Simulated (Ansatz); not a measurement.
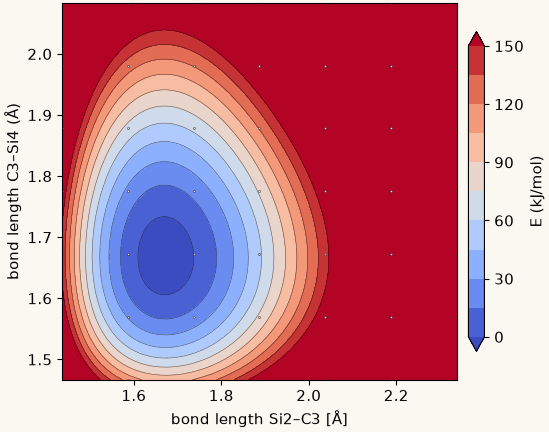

C₂H₆Si₂, SMILES C[SiH]=C=[SiH2]. The first coordinate is: bond length Si2–C3; the second: bond length C3–Si4. Nothing is relaxed (all other coordinates rigid). Grid: 7 × 7 points. Points are written as (first, second). All energies are given in kJ/mol relative to the lowest grid point. Method: RKS r2SCAN0-D4/def2-TZVP in Ansatz.

The picture shows filled contours, dots at the grid points, one colour for all values above the top of the scale. Between grid points the surface is interpolated.

Question: Estimate the position of the minimum and the force constants in these coordinates.

Answer: The interpolated minimum is at bond length Si2–C3 ≈ 1.669 Å, bond length C3–Si4 ≈ 1.666 Å. The curvatures there are about 42 eV/Å² and 40 eV/Å², with a cross term of about 0 eV/Å². Round the minimum the contours are nearly round: the two directions are equally stiff and uncoupled. (1 eV is 96.5 kJ/mol.)
